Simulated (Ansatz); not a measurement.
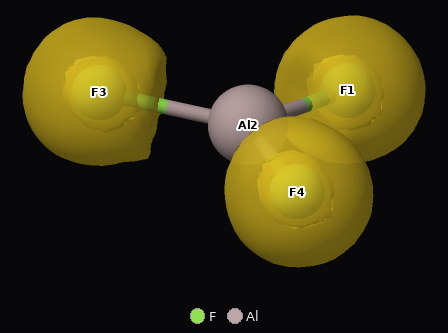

AlF3 (SMILES [F][Al]([F])[F]). Isosurface of the electron localisation function at 0.75 (yellow), seen at an oblique angle. Core shells and regions of very low density are left out.

Geometry: PBE0-D4/def2-TZVP.

These are results of RKS PBE0-D4/def2-TZVPP in Ansatz, not measurements.

**What do the ELF domains correspond to?**

The ELF exceeds this value in three regions wrapped around F (the valence shell of each).

Values along the shortest contacts:
Al–F (1.63 Å): the ELF peaks at about 0.85 in the valence shell of F, 0.6 Å from its nucleus, and is about 0.35 at the midpoint.
